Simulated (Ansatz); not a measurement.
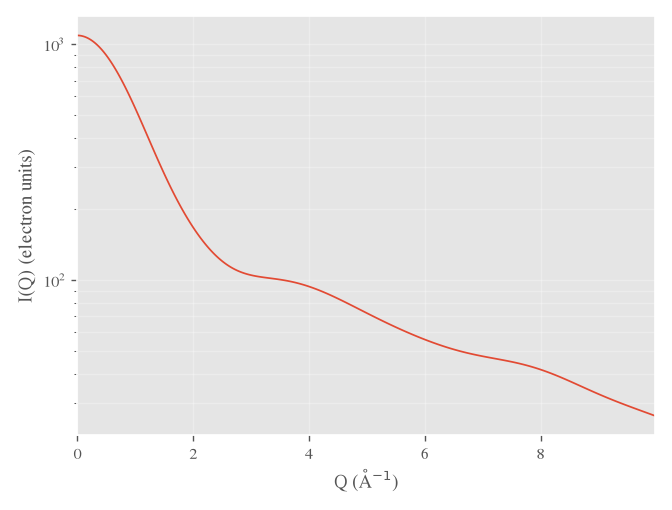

Elastic X-ray scattering of a randomly oriented, rigid molecule, calculated with the Debye equation from neutral-atom form factors (independent atoms, no Compton part, no vibration). The geometry is the end point of an optimisation (RKS BLYP/def2-SVP (Ansatz 0.2.0)); it may be a saddle point or a higher isomer. It contains C, S, H.

How many electrons does the independent-atom model of the molecule hold?

Answer. I(0) is the square of the electron number: I(0) = 1090, so about 33 electrons, the count of C2H5S counted as neutral atoms.

What radius of gyration does the initial fall-off give?

Answer. From I(Q) ≈ I(0) exp(−Q²R²/3) at small Q, R ≈ 1.54 Å. It is larger than the electron-weighted radius of the nuclear positions alone (1.34 Å), because each atom's electron cloud adds to it.
